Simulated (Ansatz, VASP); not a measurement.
# BiB in two plane-wave programs, part 2 of 2

Aim: how closely do two programs agree when they are given the same cell, functional and k mesh? The cell is invented: As first built, before any earlier steps moved the atoms: it takes the BP structure with some of its atoms replaced by other elements, volume scaled by an estimate. It may not be a known or stable phase. The cell comes out of the VASP series on this material, whose earlier steps may have relaxed, scaled or displaced it; both programs get it as it stands.

VASP 6.6.1 and Ansatz 0.2.0.

So far: The structure; Ansatz: band structure, HSE06; VASP: band structure, HSE06.

**3. VASP: band structure, HSE06 (continued)**

Level of this step: HSE06; plane waves and PAW (Bi_d, B); invented cell (VASP).

Numbers of over 12 decimals in the logs are rounded to 6 here.

Parts of OUTCAR (step 3):

```text
ion  position               nearest neighbor table
   1  0.250  0.250  0.250-   2 2.39   2 2.39   2 2.39   2 2.39
   2  0.000  0.000  0.000-   1 2.39   1 2.39   1 2.39   1 2.39

  LATTYP: Found a face centered cubic cell.
 ALAT       =     5.5227522540

 Subroutine GETGRP returns: Found 24 space group operations
 (whereof 24 operations were pure point group operations)

The static configuration has the point symmetry T_d .

 Found      8 irreducible k-points:

   k-points           NKPTS =      8   k-points in BZ     NKDIM =     64   number of bands    NBANDS=     15

   dimension x,y,z NGX =    28 NGY =   28 NGZ =   28
   dimension x,y,z NGXF=    56 NGYF=   56 NGZF=   56

   ENCUT  =  420.0 eV  30.87 Ry    5.56 a.u.   6.53  6.53  6.53*2*pi/ulx,y,z

   NELECT =      18.0000    total number of electrons

 k-points in reciprocal lattice and weights: Automatic mesh
   0.00000000  0.00000000  0.00000000       0.016
   0.25000000  0.00000000  0.00000000       0.125
   0.50000000  0.00000000  0.00000000       0.062
   0.25000000  0.25000000  0.00000000       0.094
   0.50000000  0.25000000  0.00000000       0.375
  -0.25000000  0.25000000  0.00000000       0.188
   0.50000000  0.50000000  0.00000000       0.047
  -0.25000000  0.50000000  0.25000000       0.094

  exchange ACFDT corr.  =         0.00000000  see jH, gK, PRB 81, 115126

 average (electrostatic) potential at core
       1 -98.1603       2 -23.8111

 E-fermi :   6.7756

 k-point     1 :       0.0000    0.0000    0.0000
  band No.  band energies     occupation
    ...
      5     -18.2972      2.00000
      6      -8.7177      2.00000
      7       6.6389      2.00000
      8       6.6389      2.00000
      9       6.6389      2.00000
     10       7.4864      0.00000
     11      10.0722      0.00000
     12      10.0722      0.00000
     13      10.0722      0.00000
     14      13.6400      0.00000
    ...

 k-point     2 :       0.2500    0.0000    0.0000
  band No.  band energies     occupation
    ...
      5     -18.2932      2.00000
      6      -7.8697      2.00000
      7       1.5623      2.00000
      8       5.5879      2.00000
      9       5.5879      2.00000
     10       7.9730      0.00000
     11      11.2492      0.00000
     12      11.2492      0.00000
     13      12.2597      0.00000
     14      15.3739      0.00000
    ...

 k-point     3 :       0.5000    0.0000    0.0000
  band No.  band energies     occupation
    ...
      5     -18.2791      2.00000
      6      -6.4324      2.00000
      7      -1.7825      2.00000
      8       4.9072      2.00000
      9       4.9072      2.00000
     10       7.5779      0.00000
     11      11.5225      0.00000
     12      11.5225      0.00000
     13      13.5844      0.00000
     14      16.0691      0.00000
    ...

  energy-cutoff  :      420.00
  volume of cell :       42.11
      direct lattice vectors                 reciprocal lattice vectors
     0.000000000  2.761376127  2.761376127    -0.181069140  0.181069140  0.181069140
     2.761376127  0.000000000  2.761376127     0.181069140 -0.181069140  0.181069140
     2.761376127  2.761376127  0.000000000     0.181069140  0.181069140 -0.181069140

 POSITION                                       TOTAL-FORCE (eV/Angst)
 -----------------------------------------------------------------------------------
      1.38069      1.38069      1.38069        -0.000000      0.000000     -0.000000
      0.00000      0.00000      0.00000         0.000000     -0.000000      0.000000
 -----------------------------------------------------------------------------------
    total drift:                                0.000006      0.000019      0.000007

  FREE ENERGIE OF THE ION-ELECTRON SYSTEM (eV)
  ---------------------------------------------------
  free  energy   TOTEN  =       -10.2503745541 eV

  energy  without entropy=      -10.2503745541  energy(sigma->0) =      -10.25037455

 total charge
# of ion       s       p       d       tot
------------------------------------------
    1        1.433   1.657   9.959  13.049
    2        0.645   1.002   0.000   1.647
--------------------------------------------------
tot          2.078   2.659   9.959  14.696

[... 3 further parts left out ...]
```

**4. Differences**

Known differences besides the PAW data sets themselves: exact exchange at q = 0 is treated differently, which shows on coarse meshes; VASP keeps PBE cores, Ansatz makes them for the functional; VASP takes a coarser grid for exact exchange (PRECFOCK = Fast). Total energies have different zeros and are not compared.

Both answers:

```tsv
quantity	Ansatz	VASP	difference
gap over the path points (eV)	0.857	0.848	+0.009
```

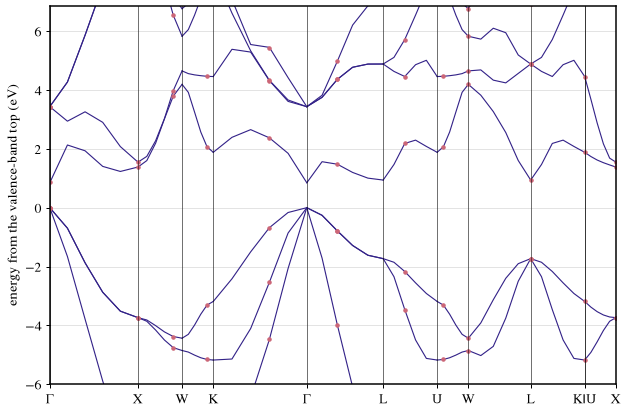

Bands from VASP (lines) and levels from Ansatz (dots). Dots without a line are higher empty bands that the VASP plot leaves out.

Levels at points of the path, from each program's valence-band top (eV; 3 filled, then empty):

```tsv
k (reciprocal lattice)	Ansatz	VASP
0.000 0.000 0.000	0.00 0.00 0.00 0.86 3.43 3.43	0.00 0.00 0.00 0.85 3.43 3.43
0.500 0.000 0.500	-8.67 -3.74 -3.74 1.38 1.56 9.47	-8.67 -3.74 -3.74 1.38 1.55 9.48
0.500 0.200 0.700	-8.38 -4.76 -4.38 3.80 3.98 6.54	-8.38 -4.76 -4.38 3.79 3.98 6.54
0.400 0.350 0.750	-8.35 -5.16 -3.31 2.08 4.46 7.68	-8.35 -5.16 -3.31 2.07 4.47 7.69
0.150 0.150 0.300	-4.47 -2.54 -0.68 2.38 4.32 4.33	-4.48 -2.54 -0.68 2.38 4.32 4.33
0.200 0.200 0.200	-3.98 -0.79 -0.79 1.48 4.36 4.36	-3.98 -0.79 -0.79 1.48 4.36 4.36
0.550 0.400 0.550	-8.27 -3.46 -2.17 2.19 4.46 5.71	-8.27 -3.46 -2.17 2.18 4.46 5.72
0.600 0.250 0.650	-8.35 -5.16 -3.31 2.08 4.46 7.68	-8.35 -5.16 -3.31 2.07 4.47 7.69
0.500 0.250 0.750	-8.35 -4.86 -4.44 4.20 4.65 5.82	-8.35 -4.86 -4.44 4.19 4.65 5.83
0.500 0.500 0.500	-8.42 -1.73 -1.73 0.95 4.88 4.88	-8.42 -1.73 -1.73 0.94 4.88 4.88
```

Among the levels compared (up to four filled and three empty ones at each point), filled levels agree within 6 meV and empty ones within 12 meV.

**5. Summary of results**

```json
{"difference in gap over the path points (band structure, HSE06)": "0.0095 eV"}
```

In words: The difference in gap over the path points is 0.0095 eV (band structure, HSE06), within the 0.08 eV picked in this series as the mark of a large difference. How closely two codes agree says nothing of how well the functional describes the real material.

[Lines on the potential files, build, host, timing and source positions are cut from VASP's logs without a mark.]

[Logs are printed without paths, hosts, clocks, repeated set-up lines and the standing remarks that a program may print on its own settings, such as how far it seeks lower states.]

[Hosts, paths, dates, database ids (printed as entryN), source tags and the programs' standing remarks are cut or masked in the printed files.]
